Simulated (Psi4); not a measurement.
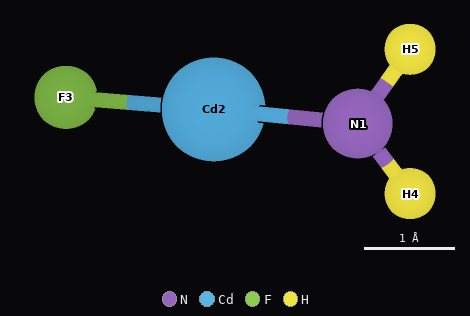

The structure as given in the input (ball-and-stick view, seen at a tilt; atoms are numbered from 1 in the order of the input). Sticks mark near contacts.

**Excited-state calculation, with input and output: CdNH₂F (part 1 of 2)**

The run: excited-state calculation of CdNH₂F. Method and program: EOM-CC2/def2-SV(P), RHF, core potentials def2 (Psi4 1.11).

Some settings of this run were made unusual or wrong on purpose. The geometry comes from this level: PBE0-D4/def2-TZVP.

### What the program printed
```
Psi4 1.11 release

   => Loading Basis Set <=

    Name: DEF2-SV(P)
    Role: ORBITAL
    Keyword: BASIS

    !!!  WARNING: ECP capability is in beta. Please check occupations closely.  !!!

         ---------------------------------------------------------
                                   SCF
                              RHF Reference
                        1 Threads,   1525 MiB Core
         ---------------------------------------------------------

  ==> Geometry <==

    Molecular point group: c1
    Full point group: C1

    Geometry (in Angstrom), charge = 0, multiplicity = 1:

       Center              X                  Y                   Z               Mass
    ------------   -----------------  -----------------  -----------------  -----------------
         N           -0.962660218278     1.678081924479    -0.596923472428    14.003074004430
         CD          -0.024560218278     0.015781924479    -0.005223472428   113.903365090000
         F            1.022939781722    -1.518818075521     0.536476527572    18.998403162730
         H           -1.584860218278     1.484681924479    -1.374423472428     1.007825032230
         H           -1.547160218278     2.046881924479     0.145576527572     1.007825032230

  Running in c1 symmetry.

  Rotational constants: A =      9.43440  B =      0.12157  C =      0.12082 [cm^-1]
  Rotational constants: A = 282836.32034  B =   3644.70604  C =   3622.19801 [MHz]
  Nuclear repulsion =  112.883639592005480

  Charge       = 0
  Multiplicity = 1
  Electrons    = 38
  Nalpha       = 19
  Nbeta        = 19

  ==> Algorithm <==

  SCF Algorithm Type is DIRECT.
  DIIS enabled.
  MOM disabled.
  Fractional occupation disabled.
  Guess Type is SAD.
  Energy threshold   = 1.00e-10
  Density threshold  = 1.00e-10
  Integral threshold = 1.00e-04

  ==> Primary Basis <==

  Basis Set: DEF2-SV(P)
    Blend: DEF2-SV(P)
    Number of shells: 26
    Number of basis functions: 56
    Number of Cartesian functions: 60
    Spherical Harmonics?: true
    Max angular momentum: 2

  Core potential: DEF2-SV(P)
    Number of shells: 4
    Number of ECP primitives: 14
    Number of ECP core electrons: 28
    Max angular momentum: 3

   => Loading Basis Set <=

    Name: (DEF2-SV(P) AUX)
    Role: JKFIT
    Keyword: DF_BASIS_SCF

  Starting with a DF guess...

  ==> Integral Setup <==

  DFHelper Memory: AOs need 0.011 GiB; user supplied 1.118 GiB.
  SCF_SUBTYPE=INCORE selected. In-core MEM_DF algorithm will be used.
  Using in-core AOs.

  ==> MemDFJK: Density-Fitted J/K Matrices <==

    J tasked:                   Yes
    K tasked:                   Yes
    wK tasked:                   No
    Memory [MiB]:              1144
    Algorithm:                 Core
    Schwarz Cutoff:           1E-04
    Mask sparsity (%):      12.6276
    Fitting Condition:        1E-10

   => Auxiliary Basis Set <=

  Basis Set: (DEF2-SV(P) AUX)
    Blend: DEF2-UNIVERSAL-JKFIT
    Number of shells: 111
    Number of basis functions: 445
    Number of Cartesian functions: 610
    Spherical Harmonics?: true
    Max angular momentum: 6

  Minimum eigenvalue in the overlap matrix is 1.3379824744E-02.
  Reciprocal condition number of the overlap matrix is 2.9344301158E-03.
    Using symmetric orthogonalization.

  ==> Pre-Iterations <==

  SCF Guess: Superposition of Atomic Densities via on-the-fly atomic UHF (no occupation information).

   -------------------------
    Irrep   Nso     Nmo
   -------------------------
     A         56      56
   -------------------------
    Total      56      56
   -------------------------

  ==> Iterations <==

                           Total Energy        Delta E     RMS |[F,P]|

   @DF-RHF iter SAD:  -320.03628372855388   -3.20036e+02   0.00000e+00
   @DF-RHF iter   1:  -321.50907062806067   -1.47279e+00   1.22627e-02 ADIIS/DIIS
   @DF-RHF iter   2:  -321.64158727820666   -1.32517e-01   8.82341e-03 ADIIS/DIIS
   @DF-RHF iter   3:  -321.73544812517133   -9.38608e-02   7.27067e-04 ADIIS/DIIS
   @DF-RHF iter   4:  -321.73759636729397   -2.14824e-03   2.63342e-04 ADIIS/DIIS
   @DF-RHF iter   5:  -321.73791178448829   -3.15417e-04   9.11310e-05 DIIS
   @DF-RHF iter   6:  -321.73794847130233   -3.66868e-05   2.28247e-05 DIIS
   @DF-RHF iter   7:  -321.73795179901333   -3.32771e-06   7.54779e-06 DIIS
   @DF-RHF iter   8:  -321.73795199017451   -1.91161e-07   3.43442e-06 DIIS
   @DF-RHF iter   9:  -321.73795204480575   -5.46312e-08   9.52058e-07 DIIS
   @DF-RHF iter  10:  -321.73795205204345   -7.23770e-09   2.45053e-07 DIIS
   @DF-RHF iter  11:  -321.73795205245375   -4.10296e-10   5.60699e-08 DIIS
   @DF-RHF iter  12:  -321.73795205247393   -2.01794e-11   1.13373e-08 DIIS
   @DF-RHF iter  13:  -321.73795205247507   -1.13687e-12   2.89038e-09 DIIS
   @DF-RHF iter  14:  -321.73795205247484    2.27374e-13   8.78100e-10 DIIS
   @DF-RHF iter  15:  -321.73795205247507   -2.27374e-13   2.08909e-10 DIIS
   @DF-RHF iter  16:  -321.73795205247490    1.70530e-13   4.57331e-11 DIIS

  DF guess converged.

  ==> DirectJK: Integral-Direct J/K Matrices <==

    J tasked:                  Yes
    K tasked:                  Yes
    wK tasked:                  No
    Integrals threads:           1
    Screening Type:           CSAM
    Screening Cutoff:        1E-04
    Incremental Fock:           No

   @RHF iter  17:  -321.73776464224090   -3.21738e+02   4.14123e-04 ADIIS/DIIS
   @RHF iter  18:  -321.73802289789865   -2.58256e-04   3.92085e-05 DIIS
   @RHF iter  19:  -321.73802743149037   -4.53359e-06   7.85894e-06 DIIS
   @RHF iter  20:  -321.73802762899180   -1.97501e-07   4.52940e-06 DIIS
   @RHF iter  21:  -321.73802767052393   -4.15321e-08   1.24060e-06 DIIS
   @RHF iter  22:  -321.73802767936940   -8.84546e-09   3.47463e-07 DIIS
   @RHF iter  23:  -321.73802768000394   -6.34543e-10   1.37184e-07 DIIS
   @RHF iter  24:  -321.73802768012456   -1.20622e-10   3.76016e-08 DIIS
   @RHF iter  25:  -321.73802768013422   -9.66338e-12   1.76698e-08 DIIS
   @RHF iter  26:  -321.73802768013559   -1.36424e-12   5.45779e-09 DIIS
   @RHF iter  27:  -321.73802768013547    1.13687e-13   1.52295e-09 DIIS
   @RHF iter  28:  -321.73802768013587   -3.97904e-13   3.06141e-10 DIIS
   @RHF iter  29:  -321.73802768013576    1.13687e-13   7.69397e-11 DIIS
  Energy and wave function converged.

  ==> Post-Iterations <==

    Orbital Energies [Eh]
    ---------------------

    Doubly Occupied:

       1A    -26.166280     2A    -15.526732     3A     -4.850329
       4A     -3.216301     5A     -3.215097     6A     -3.209004
       7A     -1.411367     8A     -1.082678     9A     -0.778282
      10A     -0.777897    11A     -0.774482    12A     -0.774249
      13A     -0.772779    14A     -0.613876    15A     -0.529551
      16A     -0.526526    17A     -0.525571    18A     -0.482424
      19A     -0.386160

    Virtual:

      20A      0.057218    21A      0.073496    22A      0.087032
      23A      0.166181    24A      0.272341    25A      0.277357
      26A      0.290539    27A      0.462557    28A      0.465264
      29A      0.664654    30A      0.671260    31A      0.698151
      32A      0.712343    33A      0.771618    34A      0.899851
      35A      0.954307    36A      1.056771    37A      1.174556
      38A      1.225491    39A      1.231799    40A      1.319240
      41A      1.636513    42A      1.641545    43A      1.643516
      44A      2.103982    45A      2.503855    46A      2.519579
      47A      2.573117    48A      2.793765    49A      3.024989
      50A      3.031699    51A      3.569759    52A      3.569781
      53A      3.605024    54A      3.606116    55A      3.804105
      56A     57.230481

    Final Occupation by Irrep:
              A
    DOCC [    19 ]
    NA   [    19 ]
    NB   [    19 ]

  @RHF Final Energy:  -321.73802768013576

   => Energetics <=

    Nuclear Repulsion Energy =            112.8836395920054798
    One-Electron Energy =                -738.0041638585061037
    Two-Electron Energy =                 303.3824965863648799
    Total Energy =                       -321.7380276801357581

Computation Completed

Properties will be evaluated at   0.000000,   0.000000,   0.000000 [a0]

Properties computed using the SCF density matrix

 Multipole Moments:

 ------------------------------------------------------------------------------------
     Multipole            Electronic (a.u.)      Nuclear  (a.u.)        Total (a.u.)
 ------------------------------------------------------------------------------------

 L = 1.  Multiply by 2.5417464519 to convert [e a0] to [Debye]
 Dipole X            :          1.1484563           -2.1833674           -1.0349112
 Dipole Y            :         -3.1628962            3.6366138            0.4737176
 Dipole Z            :          1.1414852           -1.2916126           -0.1501274
 Magnitude           :                                                    1.1480365

 ------------------------------------------------------------------------------------

	total time  =          5 seconds =       0.08 minutes
 MINTS: Wrapper to libmints.

   Calculation information:
      Number of threads:                 1
      Number of atoms:                   5
      Number of AO shells:              26
      Number of SO shells:              26
      Number of primitives:             50
      Number of atomic orbitals:        60
      Number of basis functions:        56

      Number of irreps:                  1
      Integral cutoff                 1.00e-04
      Number of functions per irrep: [  56 ]

 OEINTS: Overlap, kinetic, potential, dipole, and quadrupole integrals
         stored in file 35.

      Computing two-electron integrals...done
      Computed 514391 non-zero two-electron integrals.
        Stored in file 33.

	Wfn Parameters:
	--------------------
	Wavefunction         = EOM_CC2
	Number of irreps     = 1
	Number of MOs        = 56
	Number of active MOs = 56
	AO-Basis             = NONE
	Semicanonical        = false
	Reference            = RHF
	Print Level          = 1

	IRREP	# MOs	# FZDC	# DOCC	# SOCC	# VIRT	# FZVR
	-----	-----	------	------	------	------	------
	 A	   56	    0	    19	    0	    37	    0
	Transforming integrals...
	IWL integrals will be deleted.
	(OO|OO)...
	Presorting SO-basis two-electron integrals.
	Sorting File: SO Ints (nn|nn) nbuckets = 1
	Constructing frozen core operators
	Starting first half-transformation.
	Sorting half-transformed integrals.
	First half integral transformation complete.
	Starting second half-transformation.
	Two-electron integral transformation complete.
	(OO|OV)...
	Starting second half-transformation.
	Two-electron integral transformation complete.
	(OO|VV)...
	Starting second half-transformation.
	Two-electron integral transformation complete.
	(OV|OO)...
	Starting first half-transformation.
	Sorting half-transformed integrals.
	First half integral transformation complete.
	Starting second half-transformation.
	Two-electron integral transformation complete.
	(OV|OV)...
	Starting second half-transformation.
	Two-electron integral transformation complete.
	(OV|VV)...
	Starting second half-transformation.
	Two-electron integral transformation complete.
	(VV|OO)...
	Starting first half-transformation.
	Sorting half-transformed integrals.
	First half integral transformation complete.
	Starting second half-transformation.
	Two-electron integral transformation complete.
	(VV|OV)...
	Starting second half-transformation.
	Two-electron integral transformation complete.
	(VV|VV)...
	Starting second half-transformation.
	Two-electron integral transformation complete.
	Frozen core energy     =      0.00000000000000

	Size of irrep 0 of <ab|cd> integrals:      1.874 (MW) /     14.993 (MB)
	Total:                                     1.874 (MW) /     14.993 (MB)

	Size of irrep 0 of <ia|bc> integrals:      0.962 (MW) /      7.699 (MB)
	Total:                                     0.962 (MW) /      7.699 (MB)

	Size of irrep 0 of tijab amplitudes:       0.494 (MW) /      3.954 (MB)
	Total:                                     0.494 (MW) /      3.954 (MB)

	Nuclear Rep. energy          =    112.88363959200548
	SCF energy                   =   -321.73802768013576
	One-electron energy          =   -738.00416385133201
	Two-electron energy          =    303.38588047889692
	Reference energy             =   -321.73464378042962

	total time  =          1 seconds =       0.02 minutes
            **************************
            *                        *
            *        CCENERGY        *
            *                        *
            **************************

    Nuclear Rep. energy (wfn)     =  112.883639592005480
    SCF energy          (wfn)     = -321.738027680135758
    Reference energy    (file100) = -321.734643780429622

    Input parameters:
    -----------------
    Wave function   =     EOM_CC2
    Reference wfn   =     RHF
    Brueckner       =     No
    Memory (Mbytes) =     1600.0
    Maxiter         =     50
    R_Convergence   =     1.0e-07
    E_Convergence   =     1.0e-08
    Restart         =     Yes
    DIIS            =     Yes
    AO Basis        =     NONE
    ABCD            =     NEW
    Cache Level     =     2
    Cache Type      =     LOW
    Print Level     =     1
    Num. of threads =     1
    # Amps to Print =     10
    Print MP2 Amps? =     No
    Analyze T2 Amps =     No
    Print Pair Ener =     No
    Local CC        =     No
    SCS-MP2         =     False
    SCSN-MP2        =     False
    SCS-CCSD        =     False

MP2 correlation energy -0.4730203289988176
                Solving CC Amplitude Equations
                ------------------------------
  Iter             Energy              RMS        T1Diag      D1Diag    New D1Diag    D2Diag
  ----     ---------------------    ---------   ----------  ----------  ----------   --------
     0        -0.473020328998818    0.000e+00    0.000000    0.000000    0.000000    0.128962
     1        -0.472252600987770    7.013e-02    0.011376    0.044422    0.044422    0.128962
     2        -0.481316705756420    2.532e-02    0.013144    0.053806    0.053806    0.135264
     3        -0.484732482831185    1.897e-02    0.017302    0.072517    0.072517    0.140332
     4        -0.484972880563573    5.231e-03    0.018541    0.078525    0.078525    0.142316
     5        -0.484906958111113    1.934e-03    0.018753    0.079600    0.079600    0.142636
     6        -0.484934736841492    6.022e-04    0.018820    0.079918    0.079918    0.142661
     7        -0.484937291680126    2.683e-04    0.018834    0.079967    0.079967    0.142662
     8        -0.484938859043061    1.100e-04    0.018835    0.079972    0.079972    0.142663
     9        -0.484939315942658    4.414e-05    0.018834    0.079973    0.079973    0.142664
    10        -0.484938281586643    2.124e-05    0.018834    0.079978    0.079978    0.142665
    11        -0.484938571164554    7.614e-06    0.018834    0.079980    0.079980    0.142666
    12        -0.484938523811423    3.090e-06    0.018834    0.079981    0.079981    0.142666
    13        -0.484938406732972    1.032e-06    0.018834    0.079981    0.079981    0.142666
    14        -0.484938412109347    4.438e-07    0.018834    0.079981    0.079981    0.142666
    15        -0.484938392286363    1.801e-07    0.018834    0.079981    0.079981    0.142666
    16        -0.484938391794477    8.760e-08    0.018834    0.079981    0.079981    0.142666
    17        -0.484938394072423    3.934e-08    0.018834    0.079981    0.079981    0.142666

    Iterations converged.

    Largest TIA Amplitudes:
             16   0         0.0481532890
             15   1         0.0436138140
             18   0         0.0425396597
             14   2        -0.0391749538
             16   6         0.0317234112
             18   2        -0.0260807310
             17   0        -0.0223981456
             16   2         0.0203628315
             14   0         0.0172070801
             17   2        -0.0149790124

    Largest TIjAb Amplitudes:
     15  15  22  22        -0.0356270790
     18  18   0   0        -0.0345553453
     13  13   4   4        -0.0259693723
     18  18  16  16        -0.0241543542
     14  14  21  21        -0.0222708663
     13  13  18  18        -0.0219431510
     16  16   6   6        -0.0215341992
     14  15  21  22        -0.0206822764
     15  14  22  21        -0.0206822764
     16  16   0   0        -0.0194287382

    SCF energy       (wfn)                    = -321.738027680135758
    Reference energy (file100)                = -321.734643780429622

    Opposite-spin MP2 correlation energy      =   -0.341020534092828
    Same-spin MP2 correlation energy          =   -0.131999794905989
    Singles MP2 correlation energy            =   -0.000000000000000
    MP2 correlation energy                    =   -0.473020328998818
      * MP2 total energy                      = -322.207664109428435
    CC2 correlation energy                    =   -0.484938394072423
      * CC2 total energy                      = -322.219582174502023

			**************************
			*                        *
			*         CCHBAR         *
			*                        *
			**************************

	**********************************************************
	*  CCEOM: An Equation of Motion Coupled Cluster Program  *
	**********************************************************
```
